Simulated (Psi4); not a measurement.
# BCNClO− (SMILES O=BCl.[C-]#N) at MP2.5/6-31G(d) (density fitting, density fitting for correlation, Cartesian functions, counterpoise vmfc, fragments set)

We compute the interaction energy of BCNClO−. Input form: a Python script.

The results are computed with Psi4 1.11.

5 further runs of the same task are left out: 5 set aside as unsound or not needed. Runs told in other sessions of the task aren't counted.

## (1) The structure to begin with

The species is BCNClO− (5 atoms), meant as a singlet with charge -1. As SMILES, `O=BCl.[C-]#N`. The parts were moved apart from a relaxed complex, to 1.15 times its contact distance, each keeping its shape in the complex.

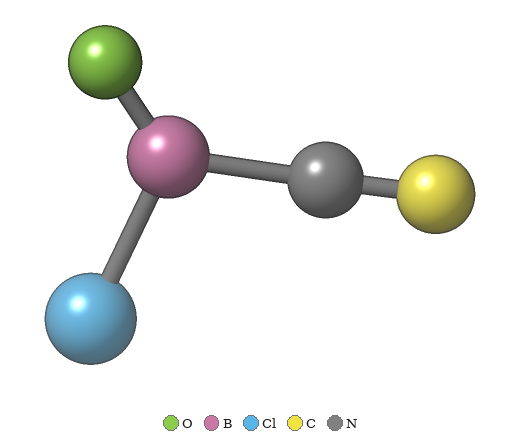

Viewed from a chosen angle; oxygen green, boron pink, chlorine blue, carbon yellow, nitrogen grey.

## (2) The interaction energy at MP2.5/6-31G(d) (density fitting, density fitting for correlation, Cartesian functions, counterpoise vmfc, fragments set)

File cbclno.py:

```python
import psi4

psi4.set_memory(1600000000)
psi4.set_num_threads(1)
psi4.set_output_file('psi4.out', False)

mol = psi4.geometry("""
0 1
O     -0.018810     1.508000     0.921130
B     -0.196530     0.487170     0.248690
Cl    -1.936790     0.005940    -0.500010
--
-1 1
C      1.607190    -1.564580    -0.545050
N      0.857300    -0.726970    -0.221980
symmetry c1
no_reorient
no_com
""")

psi4.set_options(dict(basis='6-31G*', reference='rhf', freeze_core='true'))

result, w = psi4.energy("mp2.5", bsse_type='vmfc', molecule=mol, return_wfn=True)
print(f'mp2.5 energy: {result:.10f} Eh')
for k, v in sorted(psi4.core.scalar_variables().items()):
    print(f'{k:45s} {v:18.10f}')
```

On the command line:

```sh
$ python cbclno.py
```

Q: Predict the results. Wanted: interaction energy.

Computed results:

Level: MP2.5/6-31G* (density fitting, density fitting for correlation, Cartesian functions, counterpoise vmfc, fragments set).

| quantity | value |
| --- | --- |
| interaction energy | -358.94 kJ/mol |
